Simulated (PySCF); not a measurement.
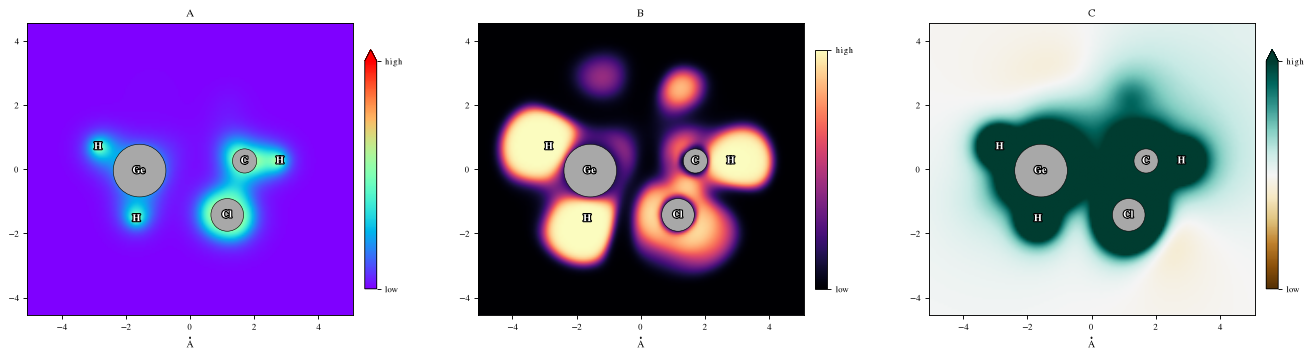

C3H6Cl3FGe (SMILES [F][GeH2][C](Cl)(Cl)CCCl): 3 fields on the plane of atoms H9, Ge2 and H10, with unlabelled colour scales. Grey discs cover the atomic cores.

Geometry: GFN2-xTB.

These are results of CAM-B3LYP/def2-SVPD, SCF density, gas phase (PySCF 2.14.0), not measurements.

> Match the panels to the quantities (electron density, electron localisation function and electrostatic potential).

Panel A: electron density. Panel B: electron localisation function. Panel C: electrostatic potential (strongly positive close to the atoms and fading to about zero outside). From the grid: C–Cl (1.77 Å): ρ is about 1.3 e/Å³ halfway; the ELF peaks at about 0.90 between the atoms; localised, covalent bonding.
